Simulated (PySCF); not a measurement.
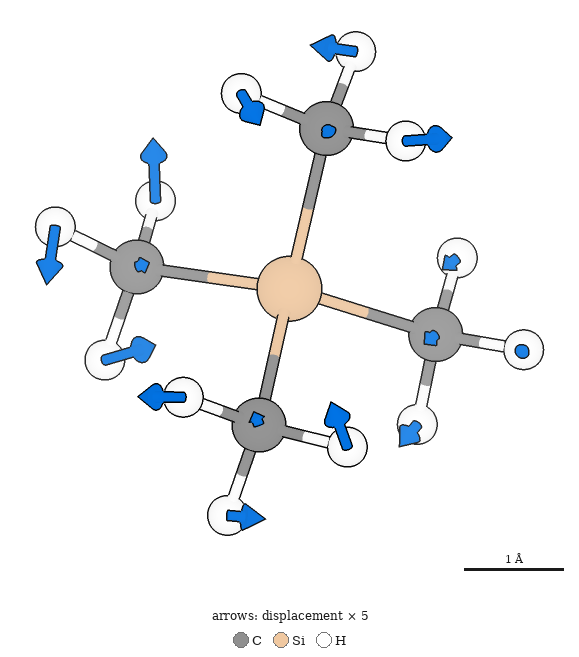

A relaxation of C4H12Si. The starting structure is drawn; blue arrows show the displacements, 5 times their true length. The two geometries are superimposed by the best rigid fit.

Style: ball-and-stick. Shown from a free direction.

The start comes from GFN2-xTB.

Theory: PBE0-D3(BJ)/def2-SVP geometry optimisation, gas phase in PySCF 2.14.0, density-fitted response routines. 

Question: Atoms of which element are displaced furthest, and by how much?

Answer: Hydrogen: up to 0.16 Å, against 0.04 Å for carbon.

Question: What happened in the run?

Answer: The energy falls by 8.20 kJ/mol in 7 geometry steps. Largest force component: 0.83 eV/Å at the start, 0.0038 eV/Å at the end. The forces were under the threshold at step 2, but the run went on from there. An H atom moves most after the best rigid fit: 0.16 Å. By element the largest moves are H 0.16 Å, C 0.04 Å. Si stays in place. Among the contacts that change: C–Si 1.909 → 1.884 Å, C–H 1.086 → 1.102 Å.
